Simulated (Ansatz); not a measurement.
# AsH+ (quartet): B3LYP, wB97M-V over a scan of the distance As1–H2, cc-pVQZ, part 2 of 2

Ansatz 0.2.0, Gaussian basis; cc-pVQZ, all electrons in the functionals.

### 15 wB97M-V, 1.641 Å

in.yaml reads:

```yaml
crystal:
  periodic: [false, false, false]
  atoms:
    - {symbol: As, position_ang: [0.000000, 0.000000, 0.000000]}
    - {symbol: H, position_ang: [0.000000, 0.000000, 1.641400]}
basis:
  gaussian: {orbitals: cc-pVQZ}
total_charge: 1
magnetization: {spin_polarized: true, initial_magnetization: 3}
hamiltonian: {xc: {name: wB97M-V}}
output: {forces: true, orbitals: {seedname: orbitals}}
```

Started as:

```sh
> ansatz run in.yaml --threads 2 --pin off --events-out ev --progress --plain --max-ram 23808MiB --backend cuda --devices 0, --max-vram 18GiB
```

What it wrote (excerpt; [...] marks lines left out):

```text
Functional definition: wB97M-V
  name "wB97M-V"
  cite "Mardirossian & Head-Gordon, J. Chem. Phys. 144, 214110 (2016) doi:10.1063/1.4952647"
  cite "Becke, J. Chem. Phys. 107, 8554 (1997) doi:10.1063/1.475007"
  cite "Vydrov & Van Voorhis, J. Chem. Phys. 133, 244103 (2010) doi:10.1063/1.3521275"
  # Of w^i u^j: cxij and so on, Table III.
[...]
  gx(w, u) = 1 - cx + cx01*u + cx10*w
  gss(w, u) = css00 + css04*u^4 + css10*w + css20*w^2 + css43*w^4*u^3
  gos(w, u) = cos00 + cos10*w + (cos20 + cos21*u)*w^2 + (cos60 + cos61*u)*w^6
[...]
      + integral(e_c_pw_mod_opposite_spin*gos(b97_w_opposite, b97_u_opposite)) + vv10(b, c)
535 factors; their error is unknown
108 factors; integrals over basis functions are off by at most 6.6e-5 eV
[...]
mean field -60842.29341794 eV, -2235.9130427215 hartree, gradient 1.6e-5 eV, S^2 3.753175; 0 other end points of the search recorded, 0 dependent functions left out
[...]
reference -60842.29345211 eV, -2235.9130439772 hartree; 18, 15 occupied and 80, 83 virtual orbitals, 535 factors
Total energy: -60842.29345211 eV, -2235.9130439772 hartree
Atom 0 at     0.000000     0.000000     0.000000 Å, force     0.000000    -0.000000     0.033398 eV/Å
Atom 1 at     0.000000     0.000000     1.641400 Å, force     0.000000     0.000000    -0.033398 eV/Å
Dipole moment:    -0.000000     0.000000     0.283276 e Å
```

Run time: 3.3 s. Hardware: 1 × H100 (card shared with other runs) with 2 threads of AMD EPYC 7R13, shared host; peak host memory 0.84 GiB.

From the report: ⟨S²⟩ of the determinant 3.753 (pure quartet: 3.75).

### 16 wB97M-V, 1.781 Å

in.yaml, as its differences from that of step 15:

```diff
@@ -4,3 +4,3 @@
     - {symbol: As, position_ang: [0.000000, 0.000000, 0.000000]}
-    - {symbol: H, position_ang: [0.000000, 0.000000, 1.641400]}
+    - {symbol: H, position_ang: [0.000000, 0.000000, 1.781000]}
 basis:
```

The command is unchanged.

What it wrote (excerpt; [...] marks lines left out):

```text
Functional definition: wB97M-V
  name "wB97M-V"
  cite "Mardirossian & Head-Gordon, J. Chem. Phys. 144, 214110 (2016) doi:10.1063/1.4952647"
  cite "Becke, J. Chem. Phys. 107, 8554 (1997) doi:10.1063/1.475007"
  cite "Vydrov & Van Voorhis, J. Chem. Phys. 133, 244103 (2010) doi:10.1063/1.3521275"
  # Of w^i u^j: cxij and so on, Table III.
[...]
  gx(w, u) = 1 - cx + cx01*u + cx10*w
  gss(w, u) = css00 + css04*u^4 + css10*w + css20*w^2 + css43*w^4*u^3
  gos(w, u) = cos00 + cos10*w + (cos20 + cos21*u)*w^2 + (cos60 + cos61*u)*w^6
[...]
      + integral(e_c_pw_mod_opposite_spin*gos(b97_w_opposite, b97_u_opposite)) + vv10(b, c)
535 factors; their error is unknown
108 factors; integrals over basis functions are off by at most 7.6e-5 eV
[...]
mean field -60842.24264429 eV, -2235.9111768245 hartree, gradient 5.0e-5 eV, S^2 3.754076; 0 other end points of the search recorded, 0 dependent functions left out
[...]
reference -60842.24267855 eV, -2235.9111780835 hartree; 18, 15 occupied and 80, 83 virtual orbitals, 535 factors
Total energy: -60842.24267855 eV, -2235.9111780835 hartree
Atom 0 at     0.000000     0.000000     0.000000 Å, force    -0.000000     0.000000     0.593166 eV/Å
Atom 1 at     0.000000     0.000000     1.781000 Å, force     0.000000    -0.000000    -0.593166 eV/Å
Dipole moment:     0.000000     0.000000     0.342944 e Å
```

It took 2.3 s on 1 × H100 (card shared with other runs) with 2 threads of AMD EPYC 7R13, shared host; peak host memory 0.84 GiB.

From the report: ⟨S²⟩ of the determinant 3.754 (pure quartet: 3.75).

### 17 wB97M-V, 2.019 Å

in.yaml, as its differences from that of step 16:

```diff
@@ -4,3 +4,3 @@
     - {symbol: As, position_ang: [0.000000, 0.000000, 0.000000]}
-    - {symbol: H, position_ang: [0.000000, 0.000000, 1.781000]}
+    - {symbol: H, position_ang: [0.000000, 0.000000, 2.019000]}
 basis:
```

Same command.

What it wrote (excerpt; [...] marks lines left out):

```text
Functional definition: wB97M-V
  name "wB97M-V"
  cite "Mardirossian & Head-Gordon, J. Chem. Phys. 144, 214110 (2016) doi:10.1063/1.4952647"
  cite "Becke, J. Chem. Phys. 107, 8554 (1997) doi:10.1063/1.475007"
  cite "Vydrov & Van Voorhis, J. Chem. Phys. 133, 244103 (2010) doi:10.1063/1.3521275"
  # Of w^i u^j: cxij and so on, Table III.
[...]
  gx(w, u) = 1 - cx + cx01*u + cx10*w
  gss(w, u) = css00 + css04*u^4 + css10*w + css20*w^2 + css43*w^4*u^3
  gos(w, u) = cos00 + cos10*w + (cos20 + cos21*u)*w^2 + (cos60 + cos61*u)*w^6
[...]
      + integral(e_c_pw_mod_opposite_spin*gos(b97_w_opposite, b97_u_opposite)) + vv10(b, c)
535 factors; their error is unknown
108 factors; integrals over basis functions are off by at most 8.4e-5 eV
[...]
mean field -60842.07052947 eV, -2235.9048517215 hartree, gradient 2.0e-5 eV, S^2 3.754091; 0 other end points of the search recorded, 0 dependent functions left out
[...]
reference -60842.07056402 eV, -2235.9048529911 hartree; 18, 15 occupied and 80, 83 virtual orbitals, 535 factors
Total energy: -60842.07056402 eV, -2235.9048529911 hartree
Atom 0 at     0.000000     0.000000     0.000000 Å, force    -0.000000    -0.000000     0.776723 eV/Å
Atom 1 at     0.000000     0.000000     2.019000 Å, force     0.000000     0.000000    -0.776723 eV/Å
Dipole moment:     0.000000    -0.000000     0.409418 e Å
```

It took 6 s on 1 × H100 (card shared with other runs) with 2 threads of AMD EPYC 7R13, shared host; peak host memory 0.84 GiB.

From the report: ⟨S²⟩ of the determinant 3.754 (pure quartet: 3.75).

From 1.781 Å: +16.6 kJ/mol.

### 18 wB97M-V, 2.286 Å

in.yaml reads:

```yaml
crystal:
  periodic: [false, false, false]
  atoms:
    - {symbol: As, position_ang: [0.000000, 0.000000, 0.000000]}
    - {symbol: H, position_ang: [0.000000, 0.000000, 2.286000]}
basis:
  gaussian: {orbitals: cc-pVQZ}
total_charge: 1
magnetization: {spin_polarized: true, initial_magnetization: 3}
hamiltonian: {xc: {name: wB97M-V}}
output: {orbitals: {seedname: orbitals}}
```

The command is unchanged.

What it wrote (excerpt; [...] marks lines left out):

```text
Functional definition: wB97M-V
  name "wB97M-V"
  cite "Mardirossian & Head-Gordon, J. Chem. Phys. 144, 214110 (2016) doi:10.1063/1.4952647"
  cite "Becke, J. Chem. Phys. 107, 8554 (1997) doi:10.1063/1.475007"
  cite "Vydrov & Van Voorhis, J. Chem. Phys. 133, 244103 (2010) doi:10.1063/1.3521275"
  # Of w^i u^j: cxij and so on, Table III.
[...]
  gx(w, u) = 1 - cx + cx01*u + cx10*w
  gss(w, u) = css00 + css04*u^4 + css10*w + css20*w^2 + css43*w^4*u^3
  gos(w, u) = cos00 + cos10*w + (cos20 + cos21*u)*w^2 + (cos60 + cos61*u)*w^6
[...]
      + integral(e_c_pw_mod_opposite_spin*gos(b97_w_opposite, b97_u_opposite)) + vv10(b, c)
535 factors; their error is unknown
108 factors; integrals over basis functions are off by at most 8.7e-5 eV
[...]
mean field -60841.86515095 eV, -2235.8973041999 hartree, gradient 3.9e-5 eV, S^2 3.753119; 1 other end points of the search recorded, 0 dependent functions left out
reference -60841.86518601 eV, -2235.8973054884 hartree; 18, 15 occupied and 80, 83 virtual orbitals, 535 factors
Total energy: -60841.86518601 eV, -2235.8973054884 hartree
```

Run time: 5.5 s. Hardware: 1 × H100 (card shared with other runs) with 2 threads of AMD EPYC 7R13, shared host; peak host memory 0.84 GiB.

From the report: ⟨S²⟩ of the determinant 3.753 (pure quartet: 3.75).

From 1.781 Å: +36.4 kJ/mol.

### 19 wB97M-V, 2.644 Å

in.yaml reads:

```yaml
crystal:
  periodic: [false, false, false]
  atoms:
    - {symbol: As, position_ang: [0.000000, 0.000000, 0.000000]}
    - {symbol: H, position_ang: [0.000000, 0.000000, 2.644000]}
basis:
  gaussian: {orbitals: cc-pVQZ}
total_charge: 1
magnetization: {spin_polarized: true, initial_magnetization: 3}
hamiltonian: {xc: {name: wB97M-V}}
output: {forces: true, orbitals: {seedname: orbitals}}
```

Same command.

What it wrote (excerpt; [...] marks lines left out):

```text
Functional definition: wB97M-V
  name "wB97M-V"
  cite "Mardirossian & Head-Gordon, J. Chem. Phys. 144, 214110 (2016) doi:10.1063/1.4952647"
  cite "Becke, J. Chem. Phys. 107, 8554 (1997) doi:10.1063/1.475007"
  cite "Vydrov & Van Voorhis, J. Chem. Phys. 133, 244103 (2010) doi:10.1063/1.3521275"
  # Of w^i u^j: cxij and so on, Table III.
[...]
  gx(w, u) = 1 - cx + cx01*u + cx10*w
  gss(w, u) = css00 + css04*u^4 + css10*w + css20*w^2 + css43*w^4*u^3
  gos(w, u) = cos00 + cos10*w + (cos20 + cos21*u)*w^2 + (cos60 + cos61*u)*w^6
[...]
      + integral(e_c_pw_mod_opposite_spin*gos(b97_w_opposite, b97_u_opposite)) + vv10(b, c)
535 factors; their error is unknown
108 factors; integrals over basis functions are off by at most 8.8e-5 eV
[...]
mean field -60841.61447128 eV, -2235.8880918919 hartree, gradient 2.9e-5 eV, S^2 3.752338; 1 other end points of the search recorded, 0 dependent functions left out
[...]
reference -60841.61450734 eV, -2235.8880932173 hartree; 18, 15 occupied and 80, 83 virtual orbitals, 535 factors
Total energy: -60841.61450734 eV, -2235.8880932173 hartree
Atom 0 at     0.000000     0.000000     0.000000 Å, force    -0.000000    -0.000000     0.635300 eV/Å
Atom 1 at     0.000000     0.000000     2.644000 Å, force     0.000000     0.000000    -0.635300 eV/Å
Dipole moment:     0.000000    -0.000000     0.414266 e Å
```

It took 5.5 s on 1 × H100 (card shared with other runs) with 2 threads of AMD EPYC 7R13, shared host; peak host memory 0.83 GiB.

From the report: ⟨S²⟩ of the determinant 3.752 (pure quartet: 3.75).

From 1.781 Å: +60.6 kJ/mol.

### 20 wB97M-V, 2.990 Å

in.yaml, as its differences from that of step 19:

```diff
@@ -4,3 +4,3 @@
     - {symbol: As, position_ang: [0.000000, 0.000000, 0.000000]}
-    - {symbol: H, position_ang: [0.000000, 0.000000, 2.644000]}
+    - {symbol: H, position_ang: [0.000000, 0.000000, 2.990000]}
 basis:
```

The command is unchanged.

What it wrote (excerpt; [...] marks lines left out):

```text
Functional definition: wB97M-V
  name "wB97M-V"
  cite "Mardirossian & Head-Gordon, J. Chem. Phys. 144, 214110 (2016) doi:10.1063/1.4952647"
  cite "Becke, J. Chem. Phys. 107, 8554 (1997) doi:10.1063/1.475007"
  cite "Vydrov & Van Voorhis, J. Chem. Phys. 133, 244103 (2010) doi:10.1063/1.3521275"
  # Of w^i u^j: cxij and so on, Table III.
[...]
  gx(w, u) = 1 - cx + cx01*u + cx10*w
  gss(w, u) = css00 + css04*u^4 + css10*w + css20*w^2 + css43*w^4*u^3
  gos(w, u) = cos00 + cos10*w + (cos20 + cos21*u)*w^2 + (cos60 + cos61*u)*w^6
[...]
      + integral(e_c_pw_mod_opposite_spin*gos(b97_w_opposite, b97_u_opposite)) + vv10(b, c)
535 factors; their error is unknown
108 factors; integrals over basis functions are off by at most 8.9e-5 eV
[...]
mean field -60841.42294620 eV, -2235.8810534751 hartree, gradient 1.7e-5 eV, S^2 3.752146; 1 other end points of the search recorded, 0 dependent functions left out
[...]
reference -60841.42298348 eV, -2235.8810548451 hartree; 18, 15 occupied and 80, 83 virtual orbitals, 535 factors
Total energy: -60841.42298348 eV, -2235.8810548451 hartree
Atom 0 at     0.000000     0.000000     0.000000 Å, force     0.000000    -0.000000     0.468431 eV/Å
Atom 1 at     0.000000     0.000000     2.990000 Å, force    -0.000000     0.000000    -0.468431 eV/Å
Dipole moment:     0.000000    -0.000000     0.354397 e Å
```

Run time: 2.9 s. Hardware: 1 × H100 (card shared with other runs) with 2 threads of AMD EPYC 7R13, shared host; peak host memory 0.83 GiB.

From the report: ⟨S²⟩ of the determinant 3.752 (pure quartet: 3.75).

From 1.781 Å: +79.1 kJ/mol.

### 21 wB97M-V, 3.696 Å

in.yaml, as its differences from that of step 20:

```diff
@@ -4,3 +4,3 @@
     - {symbol: As, position_ang: [0.000000, 0.000000, 0.000000]}
-    - {symbol: H, position_ang: [0.000000, 0.000000, 2.990000]}
+    - {symbol: H, position_ang: [0.000000, 0.000000, 3.696000]}
 basis:
```

Same command.

What it wrote (excerpt; [...] marks lines left out):

```text
Functional definition: wB97M-V
  name "wB97M-V"
  cite "Mardirossian & Head-Gordon, J. Chem. Phys. 144, 214110 (2016) doi:10.1063/1.4952647"
  cite "Becke, J. Chem. Phys. 107, 8554 (1997) doi:10.1063/1.475007"
  cite "Vydrov & Van Voorhis, J. Chem. Phys. 133, 244103 (2010) doi:10.1063/1.3521275"
  # Of w^i u^j: cxij and so on, Table III.
[...]
  gx(w, u) = 1 - cx + cx01*u + cx10*w
  gss(w, u) = css00 + css04*u^4 + css10*w + css20*w^2 + css43*w^4*u^3
  gos(w, u) = cos00 + cos10*w + (cos20 + cos21*u)*w^2 + (cos60 + cos61*u)*w^6
[...]
      + integral(e_c_pw_mod_opposite_spin*gos(b97_w_opposite, b97_u_opposite)) + vv10(b, c)
535 factors; their error is unknown
108 factors; integrals over basis functions are off by at most 9.1e-5 eV
[...]
mean field -60841.20262505 eV, -2235.8729568223 hartree, gradient 7.2e-6 eV, S^2 3.752252; 1 other end points of the search recorded, 0 dependent functions left out
[...]
reference -60841.20266533 eV, -2235.8729583025 hartree; 18, 15 occupied and 80, 83 virtual orbitals, 535 factors
Total energy: -60841.20266533 eV, -2235.8729583025 hartree
Atom 0 at     0.000000     0.000000     0.000000 Å, force    -0.000000     0.000000     0.183934 eV/Å
Atom 1 at     0.000000     0.000000     3.696000 Å, force     0.000000    -0.000000    -0.183934 eV/Å
Dipole moment:     0.000000     0.000000     0.162650 e Å
```

Run time: 2.3 s. Hardware: 1 × H100 (card shared with other runs) with 2 threads of AMD EPYC 7R13, shared host; peak host memory 0.83 GiB.

From the report: ⟨S²⟩ of the determinant 3.752 (pure quartet: 3.75).

From 1.781 Å: +100.3 kJ/mol.

### 22 wB97M-V, 4.413 Å

in.yaml, as its differences from that of step 21:

```diff
@@ -4,3 +4,3 @@
     - {symbol: As, position_ang: [0.000000, 0.000000, 0.000000]}
-    - {symbol: H, position_ang: [0.000000, 0.000000, 3.696000]}
+    - {symbol: H, position_ang: [0.000000, 0.000000, 4.413000]}
 basis:
```

The command is unchanged.

What it wrote (excerpt; [...] marks lines left out):

```text
Functional definition: wB97M-V
  name "wB97M-V"
  cite "Mardirossian & Head-Gordon, J. Chem. Phys. 144, 214110 (2016) doi:10.1063/1.4952647"
  cite "Becke, J. Chem. Phys. 107, 8554 (1997) doi:10.1063/1.475007"
  cite "Vydrov & Van Voorhis, J. Chem. Phys. 133, 244103 (2010) doi:10.1063/1.3521275"
  # Of w^i u^j: cxij and so on, Table III.
[...]
  gx(w, u) = 1 - cx + cx01*u + cx10*w
  gss(w, u) = css00 + css04*u^4 + css10*w + css20*w^2 + css43*w^4*u^3
  gos(w, u) = cos00 + cos10*w + (cos20 + cos21*u)*w^2 + (cos60 + cos61*u)*w^6
[...]
      + integral(e_c_pw_mod_opposite_spin*gos(b97_w_opposite, b97_u_opposite)) + vv10(b, c)
535 factors; their error is unknown
108 factors; integrals over basis functions are off by at most 9.3e-5 eV
[...]
mean field -60841.12131807 eV, -2235.8699688459 hartree, gradient 2.9e-6 eV, S^2 3.752384; 4 other end points of the search recorded, 0 dependent functions left out
[...]
reference -60841.12136137 eV, -2235.8699704370 hartree; 18, 15 occupied and 80, 83 virtual orbitals, 535 factors
Total energy: -60841.12136137 eV, -2235.8699704370 hartree
Atom 0 at     0.000000     0.000000     0.000000 Å, force    -0.000000     0.000000     0.063031 eV/Å
Atom 1 at     0.000000     0.000000     4.413000 Å, force     0.000000    -0.000000    -0.063031 eV/Å
Dipole moment:    -0.000000    -0.000000    -0.004085 e Å
```

Run time: 7.5 s. Hardware: 1 × H100 (card shared with other runs) with 2 threads of AMD EPYC 7R13, shared host; peak host memory 0.83 GiB.

From the report: ⟨S²⟩ of the determinant 3.752 (pure quartet: 3.75).

From 1.781 Å: +108.2 kJ/mol.

### 23 wB97M-V, 5.569 Å

in.yaml reads:

```yaml
crystal:
  periodic: [false, false, false]
  atoms:
    - {symbol: As, position_ang: [0.000000, 0.000000, 0.000000]}
    - {symbol: H, position_ang: [0.000000, 0.000000, 5.569000]}
basis:
  gaussian: {orbitals: cc-pVQZ}
total_charge: 1
magnetization: {spin_polarized: true, initial_magnetization: 3}
hamiltonian: {xc: {name: wB97M-V}}
output: {orbitals: {seedname: orbitals}}
```

Launched as before.

What it wrote (excerpt; [...] marks lines left out):

```text
Functional definition: wB97M-V
  name "wB97M-V"
  cite "Mardirossian & Head-Gordon, J. Chem. Phys. 144, 214110 (2016) doi:10.1063/1.4952647"
  cite "Becke, J. Chem. Phys. 107, 8554 (1997) doi:10.1063/1.475007"
  cite "Vydrov & Van Voorhis, J. Chem. Phys. 133, 244103 (2010) doi:10.1063/1.3521275"
  # Of w^i u^j: cxij and so on, Table III.
[...]
  gx(w, u) = 1 - cx + cx01*u + cx10*w
  gss(w, u) = css00 + css04*u^4 + css10*w + css20*w^2 + css43*w^4*u^3
  gos(w, u) = cos00 + cos10*w + (cos20 + cos21*u)*w^2 + (cos60 + cos61*u)*w^6
[...]
      + integral(e_c_pw_mod_opposite_spin*gos(b97_w_opposite, b97_u_opposite)) + vv10(b, c)
535 factors; their error is unknown
108 factors; integrals over basis functions are off by at most 9.5e-5 eV
[...]
mean field -60841.08895551 eV, -2235.8687795437 hartree, gradient 1.1e-6 eV, S^2 3.752434; 4 other end points of the search recorded, 0 dependent functions left out
reference -60841.08900323 eV, -2235.8687812974 hartree; 18, 15 occupied and 80, 83 virtual orbitals, 535 factors
Total energy: -60841.08900323 eV, -2235.8687812974 hartree
```

Run time: 18 s. Hardware: 1 × H100 (card shared with other runs) with 2 threads of AMD EPYC 7R13, shared host; peak host memory 0.84 GiB.

From the report: ⟨S²⟩ of the determinant 3.752 (pure quartet: 3.75).

From 1.781 Å: +111.3 kJ/mol.

### 24 Against the wave-function levels

The yardstick is UCCSDT(Q), where the cluster series has nearly closed. It comes from earlier runs at the same points. Energies in kJ/mol, counted from 1.781 Å; blanks weren't run or aren't comparable.

```
    level  1.316 Å  1.455 Å  1.641 Å  1.781 Å  2.019 Å  2.286 Å  2.644 Å  2.990 Å  3.696 Å  4.413 Å  5.569 Å
UCCSDT(Q)                                 0.0     26.0     54.7     84.1    102.1    117.7    121.6    122.8
    B3LYP     78.1     19.5     -2.0      0.0     14.1     33.0     56.0     73.4     93.6    100.0     98.5
  wB97M-V     66.0     11.4     -4.9      0.0     16.6     36.4     60.6     79.1    100.3    108.2    111.3
```

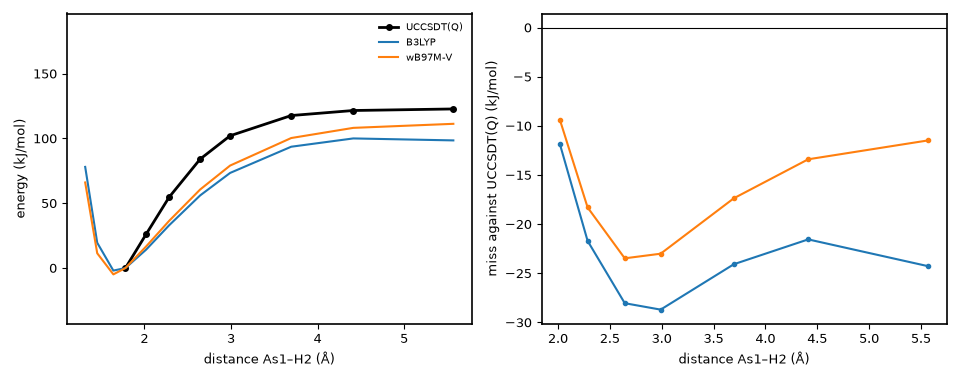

Left: the curves (the axis may cut off levels that run far away). Right: misses against UCCSDT(Q), in the same colours.

Largest miss and mean time a point (UCCSDT(Q) took 6.1 s a point; shared hosts):

```
  level  largest miss (kJ/mol)    where  time a point
  B3LYP                  -28.7  2.990 Å         3.1 s
wB97M-V                  -23.5  2.644 Å         5.9 s
```

### 25 Outcome

The summary covers parts 1 to 2.

| quantity | value |
| --- | --- |
| span of the UCCSDT(Q) curve (points where it is known) | 122.8 kJ/mol |
| largest miss, B3LYP | -28.7 kJ/mol (2.990 Å) |
| largest miss, wB97M-V | -23.5 kJ/mol (2.644 Å) |

In words: Misses are known at 7 of 10 points at best, and only functionals with that many are ranked. Of the functionals, wB97M-V keep the smallest largest miss at the points compared (at most 23.5 kJ/mol) and B3LYP strays most (28.7 kJ/mol, at 2.990 Å). Functionals and the yardstick converge differently with the basis, so part of each miss in cc-pVQZ is the basis.
